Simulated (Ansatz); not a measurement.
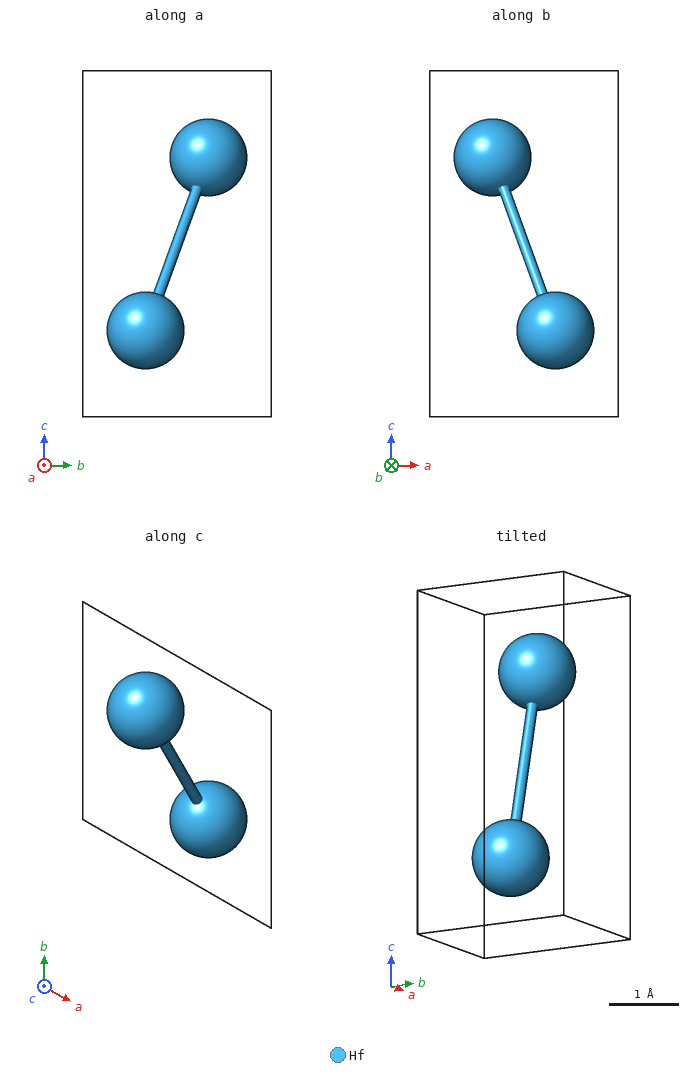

The figure gives a ball-and-stick picture of the atoms, viewed along the a axis, along the b axis, along the c axis and slightly off an axis. The conventional unit cell is outlined; an atom on or near a face, edge or corner is repeated at each equivalent position.

Lattice parameters: a = 3.1979 Å, b = 3.1979 Å, c = 5.0810 Å, α = 90.000°, β = 90.000°, γ = 120.000°.

### Write down what is shown as a CIF in P1 with every atom of the cell.

```cif
data_structure
_symmetry_space_group_name_H-M 'P 1'
_symmetry_Int_Tables_number 1
_cell_length_a 3.1979
_cell_length_b 3.1979
_cell_length_c 5.0810
_cell_angle_alpha 90.000
_cell_angle_beta 90.000
_cell_angle_gamma 120.000
_cell_volume 45.00
loop_
_atom_site_label
_atom_site_type_symbol
_atom_site_fract_x
_atom_site_fract_y
_atom_site_fract_z
_atom_site_occupancy
Hf1 Hf 0.3333 0.6667 0.7500 1
Hf2 Hf 0.6667 0.3333 0.2500 1
```

Starting structure: the standard structure of this element. The geometry comes from a coarse first relaxation with DFT PBE, scalar-relativistic, plane waves, PAW (Ansatz 0.2.0).
